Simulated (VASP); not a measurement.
Band structure of Mo (bcc). Method: rev-vdW-DF2, VASP's PBE PAW potentials (set 64) (plane waves; VASP 6.6.1).

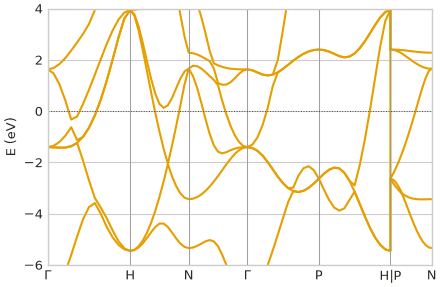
Bands along high-symmetry lines, zero at the valence-band maximum or, without a gap, the Fermi level

**Question.** Read the plot: is there a gap, and where are the band edges?

**Answer.** It has no gap at this level: it comes out as a metal or semimetal. (Edges off the drawn lines would not show.)

The compound is Mo in the bcc structure. The cell was not relaxed at this level.
